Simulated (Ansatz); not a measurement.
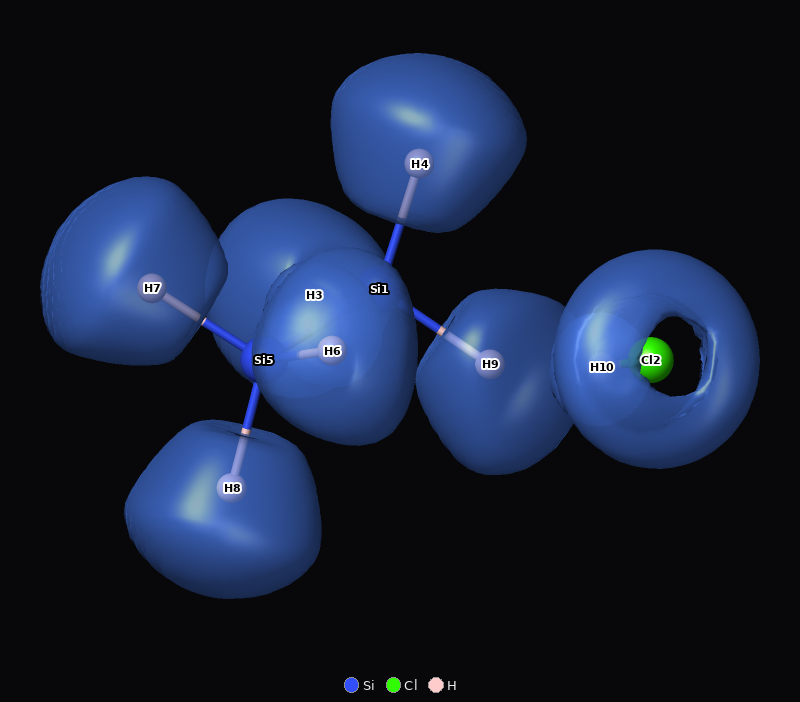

*H6Si2···HCl. Isosurface of the ELF at 0.85 (blue), seen at an oblique angle. Core shells and regions of very low density are left out.*

Theory: RKS PBE-D4/6-31G* (Ansatz).

```tsv
atom	x (Å)	y (Å)	z (Å)
Si	0.3990	-0.1752	-0.4995
Cl	-0.4561	-1.0587	3.3549
H	1.3018	0.0623	-1.6746
H	-0.2840	1.1119	-0.1426
Si	-1.1499	-1.8861	-0.9217
H	-2.0480	-2.0778	0.2642
H	-1.9842	-1.5301	-2.1180
H	-0.4301	-3.1742	-1.2032
H	1.2858	-0.5511	0.6637
H	0.4020	-0.8288	2.4015
```

> Where are the electrons localised?

The surface consists of one region between bonded Si–Si atoms (shared pairs), seven regions around hydrogen nuclei and one ring or bowl of non-bonding electrons around Cl. Profiles from the grid: H9···H10 (1.97 Å): the ELF dips to about 0.05 between them. Si–Si (2.35 Å): the ELF peaks at about 1 between the atoms; localised, covalent bonding.
